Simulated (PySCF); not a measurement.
# Run report: C3H12O4Si2, geometry relaxation (part 2 of 2)

Continued. System: C3H12O4Si2 ((OMe)3Si-O-SiH3). Method: PBE0-D3(BJ)/def2-SVP geometry optimisation, gas phase (PySCF 2.14.0). It belongs to a series of runs on one base structure; here: OMe, O.

Geometry of the input (Å):
```
Si -0.2952  -0.2004  -0.4371
O  -1.6338  0.4278  0.4004
C  -1.8338  0.4853  1.7759
O  -0.5335  0.2050  -2.0089
C  -1.2283  1.3390  -2.5528
O  -0.1927  -1.7152  -0.4747
C  0.6297  -2.5382  0.3682
O  1.0227  0.6212  0.1187
Si 2.5309  0.7452  0.5862
H  -1.9696  -0.5143  2.2320
H  -2.6564  1.1249  2.0388
H  -0.8635  0.9062  2.2986
H  -0.6139  2.2330  -2.4766
H  -2.1851  1.6125  -1.9601
H  -1.4629  1.1331  -3.5684
H  0.0500  -2.7377  1.3028
H  1.5363  -1.9939  0.6371
H  0.8056  -3.4334  -0.1554
H  2.6734  0.1288  1.8778
H  2.7226  2.1874  0.5313
H  3.3110  -0.0003  -0.4635
```

Trajectory as extended XYZ, continued
```
21
Properties=species:S:1:pos:R:3:forces:R:3 step=13 energy=-27222.43367
Si   -0.4260   -0.2997   -0.0646    0.0860   0.0326  -0.0833
O    -1.7889    0.4355    0.4560   -0.0723   0.0609   0.1396
C    -2.1002    0.8149    1.7698    0.1450   0.0081  -0.1084
O    -0.5618   -0.4420   -1.6913    0.0648  -0.1693   0.0475
C    -0.9405    0.5682   -2.5849   -0.0220   0.0180   0.0973
O    -0.2767   -1.7598    0.6603   -0.2782   0.0605  -0.0789
C     0.7832   -2.6613    0.5638    0.1377  -0.0076  -0.1578
O     0.8984    0.5901    0.3186   -0.1206   0.0131   0.0447
Si    2.3433    1.3728    0.2906    0.0504   0.0623   0.0239
H    -2.2811   -0.0636    2.4102   -0.0440  -0.0269   0.0151
H    -3.0075    1.4348    1.7479   -0.0457  -0.0117   0.0334
H    -1.2891    1.4098    2.2259    0.0015   0.0129   0.0051
H    -0.1770    1.3640   -2.6559    0.0289  -0.0160  -0.0066
H    -1.8931    1.0378   -2.2857   -0.0054  -0.0156  -0.0027
H    -1.0672    0.1243   -3.5825    0.0004   0.0039  -0.0364
H     1.7434   -2.1512    0.3674    0.0423  -0.0279   0.0584
H     0.6177   -3.3865   -0.2531   -0.0215   0.0248   0.0420
H     0.8750   -3.2190    1.5082    0.0036  -0.0019   0.0105
H     3.1128    1.0222    1.5206    0.0275  -0.0033  -0.0162
H     2.1240    2.8505    0.2667   -0.0030  -0.0167  -0.0168
H     3.1244    0.9742   -0.9177    0.0247  -0.0001  -0.0102
21
Properties=species:S:1:pos:R:3:forces:R:3 step=14 energy=-27222.44683
Si   -0.4334   -0.2612   -0.1102   -0.0831  -0.1292  -0.0346
O    -1.8005    0.4518    0.4435    0.0481   0.0230  -0.0055
C    -2.1024    0.7590    1.7777    0.0880  -0.0551  -0.0594
O    -0.5389   -0.3426   -1.7416   -0.0250   0.0002  -0.0377
C    -0.9830    0.6781   -2.5942    0.0251   0.0241   0.0941
O    -0.3228   -1.7763    0.5038   -0.1259   0.1188   0.0763
C     0.7863   -2.6226    0.5142    0.1159   0.0151  -0.1073
O     0.8834    0.6024    0.3449   -0.0136   0.0470   0.1185
Si    2.3879    1.2729    0.3578    0.0387   0.0172  -0.0584
H    -2.2722   -0.1557    2.3708   -0.0238  -0.0002   0.0057
H    -3.0180    1.3669    1.7991   -0.0298   0.0021   0.0178
H    -1.2934    1.3352    2.2605    0.0052   0.0172  -0.0056
H    -0.2734    1.5251   -2.6227    0.0101  -0.0139  -0.0220
H    -1.9657    1.0693   -2.2806   -0.0059  -0.0179  -0.0076
H    -1.0739    0.2722   -3.6119   -0.0027  -0.0020  -0.0234
H     1.7296   -2.0735    0.6920   -0.0085  -0.0134   0.0207
H     0.8829   -3.1604   -0.4450    0.0100  -0.0225   0.0173
H     0.6706   -3.3662    1.3176   -0.0222   0.0054  -0.0032
H     3.1024    0.8715    1.6050   -0.0006  -0.0085   0.0019
H     2.2780    2.7613    0.3181   -0.0084  -0.0111  -0.0005
H     3.1698    0.8088   -0.8283    0.0084   0.0038   0.0128
21
Properties=species:S:1:pos:R:3:forces:R:3 step=15 energy=-27222.45009
Si   -0.4624   -0.2826   -0.1233    0.0193  -0.0208  -0.0565
O    -1.8177    0.4395    0.4406   -0.0340   0.0157  -0.0214
C    -2.0886    0.7497    1.7790    0.0221  -0.0118   0.0067
O    -0.5796   -0.3627   -1.7539   -0.0005  -0.0164  -0.0037
C    -0.9611    0.6890   -2.5979    0.0035   0.0004   0.0087
O    -0.3430   -1.7941    0.4920   -0.0103  -0.0029   0.0337
C     0.7953   -2.6060    0.5219    0.0180  -0.0209  -0.0123
O     0.8555    0.5837    0.3301   -0.0091   0.0230   0.0689
Si    2.3558    1.2629    0.3536    0.0123   0.0152  -0.0345
H    -2.2613   -0.1618    2.3766   -0.0027   0.0012   0.0017
H    -2.9965    1.3695    1.8216   -0.0066  -0.0039   0.0026
H    -1.2627    1.3164    2.2440    0.0048   0.0091   0.0071
H    -0.1852    1.4741   -2.6505    0.0069   0.0004  -0.0015
H    -1.9029    1.1570   -2.2648   -0.0005  -0.0036   0.0046
H    -1.1101    0.2896   -3.6121    0.0000   0.0044  -0.0075
H     1.7149   -2.0341    0.7427   -0.0176   0.0152   0.0066
H     0.9423   -3.1315   -0.4377   -0.0190   0.0121  -0.0028
H     0.6717   -3.3629    1.3114    0.0011  -0.0091  -0.0040
H     3.0595    0.8668    1.6087    0.0066  -0.0038   0.0039
H     2.2338    2.7498    0.3105    0.0011  -0.0013  -0.0014
H     3.1554    0.8035   -0.8219    0.0044  -0.0023   0.0011
21
Properties=species:S:1:pos:R:3:forces:R:3 step=16 energy=-27222.45177
Si   -0.4634   -0.2793   -0.1135    0.0113  -0.0124  -0.0538
O    -1.8200    0.4448    0.4447   -0.0308   0.0176  -0.0307
C    -2.0855    0.7523    1.7848   -0.0030  -0.0022   0.0281
O    -0.5711   -0.3714   -1.7444   -0.0046  -0.0044   0.0017
C    -0.9470    0.6770   -2.5951    0.0062   0.0023  -0.0063
O    -0.3518   -1.7884    0.5087    0.0177  -0.0092   0.0492
C     0.7831   -2.6067    0.5165   -0.0002  -0.0135  -0.0067
O     0.8508    0.5925    0.3423    0.0013   0.0048   0.0589
Si    2.3523    1.2718    0.3471    0.0017   0.0028  -0.0357
H    -2.2483   -0.1607    2.3832    0.0051   0.0016  -0.0006
H    -2.9991    1.3638    1.8337    0.0014  -0.0019  -0.0027
H    -1.2618    1.3260    2.2458   -0.0003   0.0028   0.0005
H    -0.1711    1.4624   -2.6449    0.0015   0.0029   0.0005
H    -1.8920    1.1443   -2.2705    0.0004   0.0035   0.0012
H    -1.0878    0.2745   -3.6095    0.0003   0.0020   0.0010
H     1.7082   -2.0381    0.7221   -0.0060   0.0040   0.0015
H     0.9078   -3.1301   -0.4471   -0.0028   0.0071  -0.0048
H     0.6710   -3.3648    1.3067   -0.0031  -0.0057  -0.0055
H     3.0700    0.8800    1.5956    0.0014  -0.0008   0.0037
H     2.2286    2.7582    0.2986    0.0026   0.0006   0.0006
H     3.1405    0.8079   -0.8345    0.0001  -0.0020  -0.0002
21
Properties=species:S:1:pos:R:3:forces:R:3 step=17 energy=-27222.45445
Si   -0.4647   -0.2723   -0.0748   -0.0173   0.0066  -0.0316
O    -1.8292    0.4573    0.4607    0.0190   0.0016  -0.0307
C    -2.0886    0.7667    1.8024   -0.0476   0.0105   0.0465
O    -0.5459   -0.4004   -1.7053   -0.0236   0.0164  -0.0015
C    -0.8956    0.6382   -2.5793    0.0188   0.0009  -0.0306
O    -0.3648   -1.7706    0.5766    0.0804  -0.0109   0.0491
C     0.7498   -2.6167    0.5059   -0.0527  -0.0035   0.0094
O     0.8408    0.6166    0.3788    0.0098  -0.0216   0.0432
Si    2.3394    1.3037    0.3120   -0.0185  -0.0236  -0.0265
H    -2.2189   -0.1464    2.4089    0.0157   0.0044  -0.0032
H    -3.0204    1.3498    1.8582    0.0139   0.0016  -0.0114
H    -1.2776    1.3685    2.2504   -0.0052  -0.0053  -0.0078
H    -0.1138    1.4187   -2.6216   -0.0079   0.0053   0.0052
H    -1.8460    1.1139   -2.2840    0.0028   0.0105  -0.0024
H    -1.0133    0.2239   -3.5922   -0.0015  -0.0017   0.0147
H     1.6993   -2.0675    0.6395    0.0070  -0.0055  -0.0051
H     0.7859   -3.1460   -0.4612    0.0240   0.0035  -0.0114
H     0.6793   -3.3682    1.3071   -0.0064   0.0009  -0.0052
H     3.1108    0.9307    1.5343   -0.0085   0.0058   0.0000
H     2.2039    2.7882    0.2480    0.0049   0.0048   0.0022
H     3.0828    0.8278   -0.8940   -0.0073  -0.0005  -0.0030
21
Properties=species:S:1:pos:R:3:forces:R:3 step=18 energy=-27222.45654
Si   -0.4712   -0.2685   -0.0559   -0.0306   0.0137  -0.0241
O    -1.8411    0.4597    0.4696    0.0427  -0.0143  -0.0124
C    -2.0979    0.7667    1.8134   -0.0615   0.0191   0.0372
O    -0.5359   -0.4030   -1.6871   -0.0285   0.0178   0.0024
C    -0.8603    0.6399   -2.5660    0.0238   0.0011  -0.0356
O    -0.3734   -1.7656    0.6005    0.0850   0.0031   0.0332
C     0.7353   -2.6173    0.4985   -0.0656   0.0004   0.0171
O     0.8275    0.6283    0.4048    0.0131  -0.0260   0.0378
Si    2.3308    1.3015    0.2895   -0.0203  -0.0311  -0.0191
H    -2.2011   -0.1472    2.4240    0.0176   0.0041  -0.0056
H    -3.0438    1.3262    1.8742    0.0161   0.0027  -0.0119
H    -1.2988    1.3903    2.2528   -0.0060  -0.0095  -0.0103
H    -0.0670    1.4091   -2.5994   -0.0111   0.0052   0.0056
H    -1.8074    1.1291   -2.2825    0.0022   0.0122  -0.0041
H    -0.9715    0.2269   -3.5802   -0.0023  -0.0029   0.0176
H     1.6880   -2.0786    0.6500    0.0148  -0.0105  -0.0064
H     0.7658   -3.1127   -0.4865    0.0309  -0.0009  -0.0123
H     0.6599   -3.3951    1.2736   -0.0044   0.0028  -0.0058
H     3.1320    0.9329    1.4939   -0.0112   0.0076  -0.0016
H     2.2064    2.7863    0.2146    0.0043   0.0053   0.0018
H     3.0370    0.8070   -0.9314   -0.0090   0.0002  -0.0036
21
Properties=species:S:1:pos:R:3:forces:R:3 step=19 energy=-27222.46424
Si   -0.4904   -0.2464   -0.0081   -0.0782   0.0016  -0.0030
O    -1.8804    0.4630    0.4933    0.0874  -0.0486   0.0438
C    -2.1448    0.7533    1.8424   -0.0629   0.0249  -0.0203
O    -0.5025   -0.3698   -1.6430   -0.0326   0.0282   0.0158
C    -0.7627    0.6930   -2.5206    0.0306   0.0000  -0.0228
O    -0.3911   -1.7510    0.6360    0.0656   0.0456  -0.0245
C     0.7097   -2.6048    0.4728   -0.0643   0.0174   0.0280
O     0.7838    0.6689    0.4937    0.0171  -0.0388   0.0085
Si    2.3121    1.2435    0.2280    0.0094  -0.0208   0.0041
H    -2.1542   -0.1616    2.4595    0.0098   0.0026  -0.0054
H    -3.1368    1.2243    1.9127    0.0109   0.0054  -0.0054
H    -1.3988    1.4506    2.2633   -0.0027  -0.0111  -0.0072
H     0.0537    1.4389   -2.5147   -0.0127   0.0008   0.0018
H    -1.7044    1.2079   -2.2665   -0.0009   0.0083  -0.0051
H    -0.8477    0.2951   -3.5431   -0.0040  -0.0026   0.0130
H     1.6531   -2.1234    0.7882    0.0195  -0.0148  -0.0053
H     0.8145   -2.9280   -0.5768    0.0268  -0.0107  -0.0063
H     0.5596   -3.4981    1.0974    0.0035  -0.0008  -0.0037
H     3.1900    0.8596    1.3726   -0.0099   0.0089  -0.0041
H     2.2712    2.7304    0.1144    0.0008   0.0041  -0.0006
H     2.8794    0.6707   -1.0312   -0.0135   0.0003  -0.0013
21
Properties=species:S:1:pos:R:3:forces:R:3 step=20 energy=-27222.46663
Si   -0.4978   -0.2418   -0.0130   -0.0434   0.0087  -0.0067
O    -1.8901    0.4575    0.4931    0.0647  -0.0423   0.0555
C    -2.1665    0.7438    1.8408   -0.0353   0.0178  -0.0377
O    -0.5101   -0.3395   -1.6494   -0.0205   0.0127   0.0111
C    -0.7614    0.7361   -2.5137    0.0192   0.0009  -0.0075
O    -0.3895   -1.7539    0.6109    0.0213   0.0408  -0.0190
C     0.7250   -2.5928    0.4733   -0.0315   0.0234   0.0097
O     0.7758    0.6687    0.5019    0.0010  -0.0320   0.0079
Si    2.3190    1.1971    0.2253    0.0124  -0.0041   0.0007
H    -2.1659   -0.1712    2.4577    0.0024   0.0000  -0.0019
H    -3.1649    1.2015    1.9045    0.0046   0.0034  -0.0004
H    -1.4323    1.4509    2.2653   -0.0005  -0.0074  -0.0034
H     0.0620    1.4739   -2.5011   -0.0059  -0.0009   0.0009
H    -1.6969    1.2581   -2.2510   -0.0021   0.0046  -0.0041
H    -0.8537    0.3507   -3.5400   -0.0025  -0.0011   0.0050
H     1.6414   -2.1279    0.8808    0.0125  -0.0112  -0.0008
H     0.9068   -2.8539   -0.5834    0.0127  -0.0132  -0.0020
H     0.5389   -3.5219    1.0321    0.0035  -0.0023  -0.0024
H     3.1936    0.7901    1.3642   -0.0063   0.0043  -0.0031
H     2.3225    2.6847    0.1099   -0.0011  -0.0009  -0.0004
H     2.8574    0.6059   -1.0378   -0.0051  -0.0010  -0.0016
21
Properties=species:S:1:pos:R:3:forces:R:3 step=21 energy=-27222.46742
Si   -0.5027   -0.2488   -0.0227    0.0325   0.0319  -0.0134
O    -1.8897    0.4466    0.4955    0.0073  -0.0143   0.0423
C    -2.1820    0.7422    1.8362    0.0014   0.0054  -0.0311
O    -0.5339   -0.3271   -1.6593   -0.0033  -0.0156  -0.0040
C    -0.7690    0.7595   -2.5136    0.0016  -0.0014   0.0059
O    -0.3824   -1.7625    0.5907   -0.0186  -0.0092  -0.0101
C     0.7417   -2.5912    0.4829    0.0042   0.0050  -0.0068
O     0.7804    0.6509    0.4877   -0.0146  -0.0024   0.0193
Si    2.3259    1.1765    0.2239   -0.0032   0.0072  -0.0092
H    -2.2016   -0.1701    2.4565   -0.0044  -0.0018   0.0031
H    -3.1745    1.2141    1.8834   -0.0013   0.0005   0.0029
H    -1.4444    1.4408    2.2683    0.0027  -0.0004   0.0035
H     0.0735    1.4751   -2.5091    0.0027   0.0015  -0.0010
H    -1.6864    1.3053   -2.2351   -0.0012  -0.0005  -0.0005
H    -0.8874    0.3819   -3.5400    0.0009   0.0018  -0.0027
H     1.6439   -2.1215    0.9160   -0.0021   0.0013   0.0030
H     0.9579   -2.8514   -0.5679   -0.0056  -0.0003   0.0004
H     0.5485   -3.5235    1.0341   -0.0028   0.0009   0.0026
H     3.1926    0.7628    1.3660   -0.0004  -0.0036  -0.0010
H     2.3350    2.6650    0.1173   -0.0009  -0.0031  -0.0020
H     2.8676    0.5914   -1.0404    0.0053  -0.0027  -0.0009
21
Properties=species:S:1:pos:R:3:forces:R:3 step=22 energy=-27222.46772
Si   -0.5023   -0.2443   -0.0158    0.0117   0.0222  -0.0072
O    -1.8904    0.4487    0.5019    0.0016  -0.0091   0.0250
C    -2.1877    0.7428    1.8415    0.0036   0.0029  -0.0218
O    -0.5292   -0.3229   -1.6526   -0.0034  -0.0064  -0.0015
C    -0.7569    0.7643   -2.5082    0.0010  -0.0020   0.0043
O    -0.3846   -1.7590    0.5957   -0.0125  -0.0106  -0.0124
C     0.7361   -2.5909    0.4794    0.0055  -0.0005   0.0020
O     0.7790    0.6559    0.4982   -0.0070  -0.0025   0.0121
Si    2.3253    1.1700    0.2145    0.0054   0.0091  -0.0069
H    -2.2033   -0.1693    2.4623   -0.0038  -0.0007   0.0013
H    -3.1833    1.2085    1.8862   -0.0010   0.0021   0.0027
H    -1.4553    1.4460    2.2751    0.0020   0.0002   0.0039
H     0.0874    1.4777   -2.4999    0.0021   0.0004  -0.0001
H    -1.6743    1.3127   -2.2348   -0.0004  -0.0013   0.0006
H    -0.8710    0.3868   -3.5352    0.0010   0.0019  -0.0024
H     1.6387   -2.1321    0.9234   -0.0034   0.0020   0.0003
H     0.9555   -2.8369   -0.5742   -0.0060   0.0005   0.0002
H     0.5362   -3.5301    1.0163    0.0005  -0.0018   0.0011
H     3.2017    0.7535    1.3479    0.0014  -0.0026  -0.0001
H     2.3429    2.6579    0.1027   -0.0001  -0.0018  -0.0020
H     2.8488    0.5769   -1.0540    0.0019  -0.0019   0.0009
21
Properties=species:S:1:pos:R:3:forces:R:3 step=23 energy=-27222.46796
Si   -0.5023   -0.2427   -0.0085   -0.0019   0.0126  -0.0017
O    -1.8888    0.4513    0.5107   -0.0066  -0.0021  -0.0024
C    -2.1917    0.7466    1.8479    0.0034   0.0024   0.0021
O    -0.5291   -0.3231   -1.6454   -0.0007   0.0003  -0.0013
C    -0.7425    0.7654   -2.5028   -0.0012  -0.0012  -0.0001
O    -0.3894   -1.7584    0.6010   -0.0035  -0.0117  -0.0070
C     0.7274   -2.5946    0.4767    0.0040  -0.0044   0.0065
O     0.7802    0.6561    0.5048    0.0005  -0.0061   0.0069
Si    2.3240    1.1685    0.2028    0.0066   0.0063  -0.0034
H    -2.2154   -0.1656    2.4686   -0.0016   0.0004  -0.0006
H    -3.1853    1.2169    1.8879    0.0012   0.0031   0.0003
H    -1.4583    1.4460    2.2862    0.0007  -0.0010   0.0017
H     0.1095    1.4698   -2.4932    0.0006   0.0011   0.0008
H    -1.6550    1.3237   -2.2329    0.0004   0.0005   0.0008
H    -0.8577    0.3882   -3.5298    0.0012   0.0011  -0.0002
H     1.6336   -2.1408    0.9184   -0.0015   0.0014  -0.0017
H     0.9405   -2.8379   -0.5787   -0.0036   0.0006  -0.0004
H     0.5262   -3.5348    1.0115   -0.0001  -0.0007  -0.0001
H     3.2117    0.7543    1.3284    0.0018  -0.0003   0.0005
H     2.3409    2.6559    0.0858    0.0008  -0.0003  -0.0012
H     2.8346    0.5710   -1.0689   -0.0006  -0.0019   0.0003
```

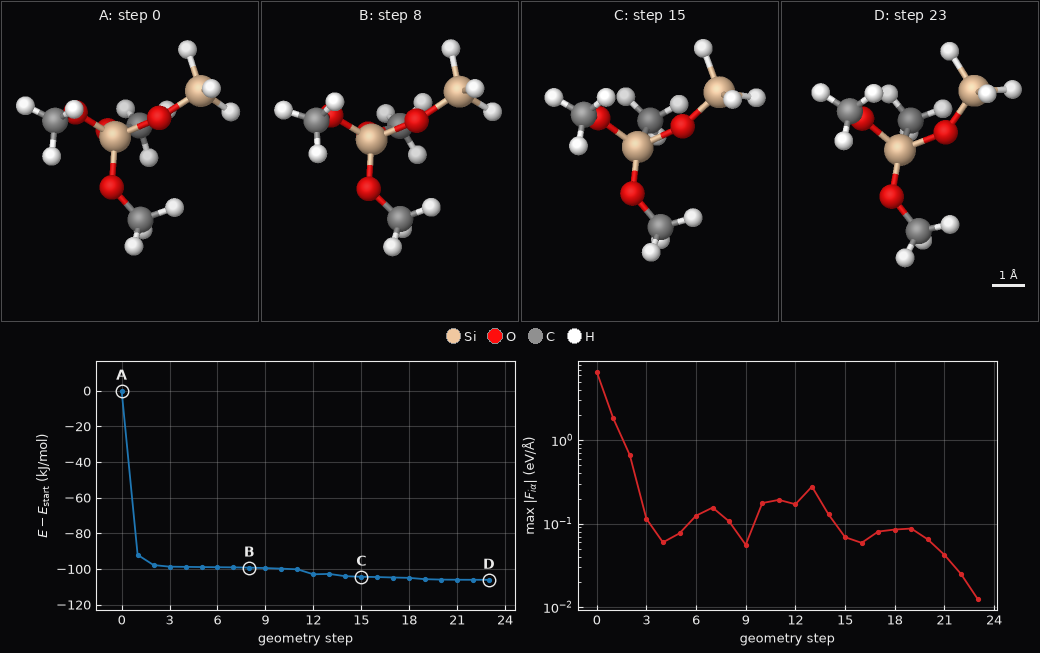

Fig. 1: Frames of the relaxation (ball-and-stick view, seen at a tilt) above the curves, on which the letters mark them (steps are counted from 0).

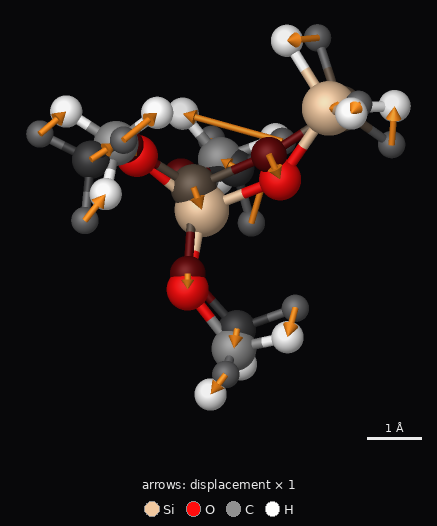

Fig. 2: Start (faint) and end (solid) with the displacements as orange arrows, at true length (ball-and-stick view, seen at a tilt). The two geometries are laid on each other by the best rigid fit. After 23 geometry steps the energy has fallen by 106.0 kJ/mol. The largest force component goes from 6.6 to 0.013 eV/Å. The largest move after the best rigid fit is that of H17, 1.97 Å. Largest moves by element: H 1.97 Å, O 0.86 Å, C 0.60 Å, Si 0.45 Å. Among the contacts that change: Si1–O6 1.519 → 1.638 Å, C3–H12 1.180 → 1.104 Å, O8–Si9 1.584 → 1.654 Å, Si1–O2 1.699 → 1.635 Å. Among the angles that change: O8–Si9–H20 101.1° → 109.5°, O6–Si1–O8 116.8° → 109.6°, H19–Si9–H20 116.4° → 109.2°. (Atoms are counted from 1 in the order of the input.)

Results in brief

```tsv
quantity	value
outcome	converged
total energy	−1000.407254 hartree
dipole moment	1.30 D
point group	C1
wall time	6 min (CPU time 15 min)
peak memory	0.94 GiB
```
